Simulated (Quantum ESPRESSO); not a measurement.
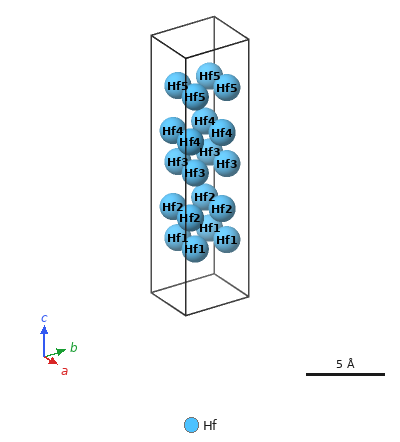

Figure 1. The structure as given in the input (spheres-only view of the 2 × 2 repeat of the cell, with the vacuum cut short, seen slightly off an axis; atoms are numbered from 1 in the order of the input). An atom can appear more than once, as a periodic image.

Hf: workfunction calculation (part 1 of 2)

System: Hf (slab, 5 atoms in the cell).
Method: Kohn-Sham DFT of a periodic cell, PBE, PseudoDojo 0.4.1 SR PBE standard, no spin polarisation (Quantum ESPRESSO 7.5).

The structure derives from an entry of the Crystallography Open Database.

### Input file
```
&CONTROL
  calculation = 'scf'
  prefix = 'pwscf'
  outdir = './tmp'
  pseudo_dir = './pseudo'
  tprnfor = .true.
  disk_io = 'low'
/
&SYSTEM
  ibrav = 0
  celldm(1) = 8
  nat = 5
  ntyp = 1
  ecutwfc = 58
  nbnd = 40
  occupations = 'smearing'
  smearing = 'fd'
  degauss = 0.00367493
/
&ELECTRONS
  conv_thr = 5d-09
  electron_maxstep = 150
  mixing_beta = 0.3
  mixing_mode = 'local-TF'
/
ATOMIC_SPECIES
Hf   178.4900 Hf.upf
CELL_PARAMETERS alat
  0.7551105892172   0.0000000000000   0.0000000000000
 -0.3775552946081   0.6539449529284   0.0000000000000
  0.0000000000000   0.0000000000000   5.9327006819564
ATOMIC_POSITIONS crystal
Hf     0.3333333333    0.6666666666    0.2986191849
Hf     0.6666666667    0.3333333334    0.3993095924
Hf     0.3333333333    0.6666666666    0.5000000000
Hf     0.6666666667    0.3333333334    0.6006904076
Hf     0.3333333333    0.6666666666    0.7013808151
K_POINTS automatic
10 10 1 0 0 0
```

### File pp_density.in
```
&INPUTPP
  prefix = 'pwscf'
  outdir = './tmp'
  filplot = 'density.dat'
  plot_num = 0
/
&PLOT
  nfile = 1
  filepp(1) = 'density.dat'
  iflag = 3
  output_format = 6
  fileout = 'density.cube'
/
```

### File pp_potential.in
```
&INPUTPP
  prefix = 'pwscf'
  outdir = './tmp'
  filplot = 'potential.dat'
  plot_num = 11
/
&PLOT
  nfile = 1
  filepp(1) = 'potential.dat'
  iflag = 3
  output_format = 6
  fileout = 'potential.cube'
/
```

### File pp_elf.in
```
&INPUTPP
  prefix = 'pwscf'
  outdir = './tmp'
  filplot = 'elf.dat'
  plot_num = 8
/
&PLOT
  nfile = 1
  filepp(1) = 'elf.dat'
  iflag = 3
  output_format = 6
  fileout = 'elf.cube'
/
```

Hardware: 1 thread of Arm Neoverse V1, 112 GiB of memory available, shared host.

Run as:
```bash
OMP_NUM_THREADS=1 pw.x -in pw.in > pw.out
OMP_NUM_THREADS=1 pp.x -in pp_density.in > pp_density.out
OMP_NUM_THREADS=1 pp.x -in pp_potential.in > pp_potential.out
OMP_NUM_THREADS=1 pp.x -in pp_elf.in > pp_elf.out
```

### Log
```
This program is part of the open-source Quantum ESPRESSO suite
     for quantum simulation of materials; please cite
         "P. Giannozzi et al., J. Phys.:Condens. Matter 21 395502 (2009);
         "P. Giannozzi et al., J. Phys.:Condens. Matter 29 465901 (2017);
         "P. Giannozzi et al., J. Chem. Phys. 152 154105 (2020);
          URL
     in publications or presentations arising from this work. More details at

     Message from routine setup:
     using ibrav=0 with symmetry is DISCOURAGED, use correct ibrav instead

     G-vector sticks info
     --------------------
     sticks:   dense  smooth     PW     G-vecs:    dense   smooth      PW
     Sum         583     583    163                89625    89625   14099

     Using Slab Decomposition

     bravais-lattice index     =            0
     lattice parameter (alat)  =       8.0000  a.u.
     unit-cell volume          =    1499.9409 (a.u.)^3
     number of atoms/cell      =            5
     number of atomic types    =            1
     number of electrons       =        60.00
     number of Kohn-Sham states=           40
     kinetic-energy cutoff     =      58.0000  Ry
     charge density cutoff     =     232.0000  Ry
     scf convergence threshold =      5.0E-09
     mixing beta               =       0.3000
     number of iterations used =            8  local-TF  mixing
     Exchange-correlation= PBE
                           (   1   4   3   4   0   0   0)

     celldm(1)=   8.000000  celldm(2)=   0.000000  celldm(3)=   0.000000
     celldm(4)=   0.000000  celldm(5)=   0.000000  celldm(6)=   0.000000

     crystal axes: (cart. coord. in units of alat)
               a(1) = (   0.755111   0.000000   0.000000 )
               a(2) = (  -0.377555   0.653945   0.000000 )
               a(3) = (   0.000000   0.000000   5.932701 )

     reciprocal axes: (cart. coord. in units 2 pi/alat)
               b(1) = (  1.324309  0.764590 -0.000000 )
               b(2) = (  0.000000  1.529181  0.000000 )
               b(3) = (  0.000000 -0.000000  0.168557 )

     PseudoPot. # 1 for Hf read from file:
     Hf.upf
     Pseudo is Norm-conserving + core correction, Zval = 12.0
     Generated using ONCVPSP code by D. R. Hamann
     Using radial grid of 1656 points,  8 beta functions with:
                l(1) =   0
                l(2) =   0
                l(3) =   1
                l(4) =   1
                l(5) =   2
                l(6) =   2
                l(7) =   3
                l(8) =   3

     atomic species   valence    mass     pseudopotential
     Hf               12.00   178.49000     Hf( 1.00)

     12 Sym. Ops. (no inversion) found

   Cartesian axes

     site n.     atom                  positions (alat units)
         1        Hf     tau(   1) = (   0.0000000   0.4359633   1.7716182  )
         2        Hf     tau(   2) = (   0.3775553   0.2179817   2.3689843  )
         3        Hf     tau(   3) = (   0.0000000   0.4359633   2.9663503  )
         4        Hf     tau(   4) = (   0.3775553   0.2179817   3.5637164  )
         5        Hf     tau(   5) = (   0.0000000   0.4359633   4.1610824  )

     number of k points=    14  Fermi-Dirac smearing, width (Ry)=  0.0037
                       cart. coord. in units 2pi/alat
        k(    1) = (   0.0000000   0.0000000   0.0000000), wk =   0.0200000
        k(    2) = (   0.0000000   0.1529181   0.0000000), wk =   0.1200000
        k(    3) = (   0.0000000   0.3058361   0.0000000), wk =   0.1200000
        k(    4) = (   0.0000000   0.4587542   0.0000000), wk =   0.1200000
        k(    5) = (   0.0000000   0.6116723   0.0000000), wk =   0.1200000
        k(    6) = (   0.0000000  -0.7645903   0.0000000), wk =   0.0600000
        k(    7) = (   0.1324309   0.2293771   0.0000000), wk =   0.1200000
        k(    8) = (   0.1324309   0.3822952   0.0000000), wk =   0.2400000
        k(    9) = (   0.1324309   0.5352132   0.0000000), wk =   0.2400000
        k(   10) = (   0.1324309   0.6881313   0.0000000), wk =   0.2400000
        k(   11) = (   0.2648619   0.4587542   0.0000000), wk =   0.1200000
        k(   12) = (   0.2648619   0.6116723   0.0000000), wk =   0.2400000
        k(   13) = (   0.2648619   0.7645903   0.0000000), wk =   0.1200000
        k(   14) = (   0.3972928   0.6881313   0.0000000), wk =   0.1200000

     Dense  grid:    89625 G-vectors     FFT dimensions: (  30,  30, 240)

     Initial potential from superposition of free atoms

     starting charge      59.9907, renormalised to      60.0000

     negative rho (up, down):  3.852E-05 0.000E+00
     Starting wfcs are   50 randomized atomic wfcs

     Self-consistent Calculation

     iteration #  1     ecut=    58.00 Ry     beta= 0.30
     Davidson diagonalization with overlap
     ethr =  1.00E-02,  avg # of iterations =  2.6

     negative rho (up, down):  2.307E-08 0.000E+00

     total energy              =    -564.03783189 Ry
     estimated scf accuracy    <       3.95390147 Ry

     iteration #  2     ecut=    58.00 Ry     beta= 0.30
     Davidson diagonalization with overlap
     ethr =  6.59E-03,  avg # of iterations =  1.0

     total energy              =    -563.94740968 Ry
     estimated scf accuracy    <       1.58950738 Ry

     iteration #  3     ecut=    58.00 Ry     beta= 0.30
     Davidson diagonalization with overlap
     ethr =  2.65E-03,  avg # of iterations =  1.1

     total energy              =    -563.97916153 Ry
     estimated scf accuracy    <       0.18935958 Ry

     iteration #  4     ecut=    58.00 Ry     beta= 0.30
     Davidson diagonalization with overlap
     ethr =  3.16E-04,  avg # of iterations =  2.6

     total energy              =    -563.98317696 Ry
     estimated scf accuracy    <       0.92872148 Ry

     iteration #  5     ecut=    58.00 Ry     beta= 0.30
     Davidson diagonalization with overlap
     ethr =  3.16E-04,  avg # of iterations =  1.8

     total energy              =    -563.99365208 Ry
     estimated scf accuracy    <       0.13473110 Ry

     iteration #  6     ecut=    58.00 Ry     beta= 0.30
     Davidson diagonalization with overlap
     ethr =  2.25E-04,  avg # of iterations =  1.1

     total energy              =    -563.99069051 Ry
     estimated scf accuracy    <       0.09587629 Ry

     iteration #  7     ecut=    58.00 Ry     beta= 0.30
     Davidson diagonalization with overlap
     ethr =  1.60E-04,  avg # of iterations =  1.6

     total energy              =    -563.99168068 Ry
     estimated scf accuracy    <       0.03375795 Ry

     iteration #  8     ecut=    58.00 Ry     beta= 0.30
     Davidson diagonalization with overlap
     ethr =  5.63E-05,  avg # of iterations =  5.4

     total energy              =    -563.99265650 Ry
     estimated scf accuracy    <       0.02822626 Ry

     iteration #  9     ecut=    58.00 Ry     beta= 0.30
     Davidson diagonalization with overlap
     ethr =  4.70E-05,  avg # of iterations =  1.0

     total energy              =    -564.00359825 Ry
     estimated scf accuracy    <       0.03382270 Ry

     iteration # 10     ecut=    58.00 Ry     beta= 0.30
     Davidson diagonalization with overlap
     ethr =  4.70E-05,  avg # of iterations =  2.5

     total energy              =    -564.00726959 Ry
     estimated scf accuracy    <       0.56661450 Ry

     iteration # 11     ecut=    58.00 Ry     beta= 0.30
     Davidson diagonalization with overlap
     ethr =  4.70E-05,  avg # of iterations =  1.0

     total energy              =    -564.02204618 Ry
     estimated scf accuracy    <       0.35129867 Ry

     iteration # 12     ecut=    58.00 Ry     beta= 0.30
     Davidson diagonalization with overlap
     ethr =  4.70E-05,  avg # of iterations =  1.8

     total energy              =    -564.02361754 Ry
     estimated scf accuracy    <       0.55979106 Ry

     iteration # 13     ecut=    58.00 Ry     beta= 0.30
     Davidson diagonalization with overlap
     ethr =  4.70E-05,  avg # of iterations =  1.0

     total energy              =    -564.03220500 Ry
     estimated scf accuracy    <       0.56556566 Ry

     iteration # 14     ecut=    58.00 Ry     beta= 0.30
     Davidson diagonalization with overlap
     ethr =  4.70E-05,  avg # of iterations =  1.1

     total energy              =    -563.99961184 Ry
     estimated scf accuracy    <       0.66474182 Ry

     iteration # 15     ecut=    58.00 Ry     beta= 0.30
     Davidson diagonalization with overlap
     ethr =  4.70E-05,  avg # of iterations =  2.0

     negative rho (up, down):  3.795E-04 0.000E+00

     total energy              =    -563.98618372 Ry
     estimated scf accuracy    <       0.25302133 Ry

     iteration # 16     ecut=    58.00 Ry     beta= 0.30
     Davidson diagonalization with overlap
     ethr =  4.70E-05,  avg # of iterations =  3.1

     negative rho (up, down):  1.027E-03 0.000E+00

     total energy              =    -563.98859222 Ry
     estimated scf accuracy    <       0.02405828 Ry

     iteration # 17     ecut=    58.00 Ry     beta= 0.30
     Davidson diagonalization with overlap
     ethr =  4.01E-05,  avg # of iterations =  3.4

     negative rho (up, down):  2.620E-04 0.000E+00

     total energy              =    -563.99103190 Ry
     estimated scf accuracy    <       0.01757582 Ry

     iteration # 18     ecut=    58.00 Ry     beta= 0.30
     Davidson diagonalization with overlap
     ethr =  2.93E-05,  avg # of iterations =  1.1

     negative rho (up, down):  1.908E-03 0.000E+00

     total energy              =    -563.99166134 Ry
     estimated scf accuracy    <       0.00519092 Ry

     iteration # 19     ecut=    58.00 Ry     beta= 0.30
     Davidson diagonalization with overlap
     ethr =  8.65E-06,  avg # of iterations =  6.6

     total energy              =    -563.99147902 Ry
     estimated scf accuracy    <       0.01370463 Ry

     iteration # 20     ecut=    58.00 Ry     beta= 0.30
     Davidson diagonalization with overlap
     ethr =  8.65E-06,  avg # of iterations =  1.1

     negative rho (up, down):  5.555E-05 0.000E+00

     total energy              =    -563.99135489 Ry
     estimated scf accuracy    <       0.00947898 Ry

     iteration # 21     ecut=    58.00 Ry     beta= 0.30
     Davidson diagonalization with overlap
     ethr =  8.65E-06,  avg # of iterations =  1.0

     negative rho (up, down):  2.949E-04 0.000E+00

     total energy              =    -563.99176277 Ry
     estimated scf accuracy    <       0.00533952 Ry

     iteration # 22     ecut=    58.00 Ry     beta= 0.30
     Davidson diagonalization with overlap
     ethr =  8.65E-06,  avg # of iterations =  1.0

     negative rho (up, down):  3.946E-04 0.000E+00

     total energy              =    -563.99171060 Ry
     estimated scf accuracy    <       0.01008039 Ry

     iteration # 23     ecut=    58.00 Ry     beta= 0.30
     Davidson diagonalization with overlap
     ethr =  8.65E-06,  avg # of iterations =  1.0

     negative rho (up, down):  3.114E-04 0.000E+00

     total energy              =    -563.99171461 Ry
     estimated scf accuracy    <       0.00787456 Ry

     iteration # 24     ecut=    58.00 Ry     beta= 0.30
     Davidson diagonalization with overlap
     ethr =  8.65E-06,  avg # of iterations =  1.0

     negative rho (up, down):  1.050E-07 0.000E+00

     total energy              =    -563.99073249 Ry
     estimated scf accuracy    <       0.00790230 Ry

     iteration # 25     ecut=    58.00 Ry     beta= 0.30
     Davidson diagonalization with overlap
     ethr =  8.65E-06,  avg # of iterations =  2.0

     total energy              =    -563.99116358 Ry
     estimated scf accuracy    <       0.00020982 Ry

     iteration # 26     ecut=    58.00 Ry     beta= 0.30
     Davidson diagonalization with overlap
     ethr =  3.50E-07,  avg # of iterations =  3.6

     negative rho (up, down):  7.417E-08 0.000E+00

     total energy              =    -563.99117854 Ry
     estimated scf accuracy    <       0.00006529 Ry

     iteration # 27     ecut=    58.00 Ry     beta= 0.30
     Davidson diagonalization with overlap
     ethr =  1.09E-07,  avg # of iterations =  2.1

     negative rho (up, down):  1.187E-04 0.000E+00

     total energy              =    -563.99119017 Ry
     estimated scf accuracy    <       0.00001249 Ry

     iteration # 28     ecut=    58.00 Ry     beta= 0.30
     Davidson diagonalization with overlap
     ethr =  2.08E-08,  avg # of iterations =  4.0

     total energy              =    -563.99118744 Ry
     estimated scf accuracy    <       0.00000811 Ry

     iteration # 29     ecut=    58.00 Ry     beta= 0.30
     Davidson diagonalization with overlap
     ethr =  1.35E-08,  avg # of iterations =  2.0
```
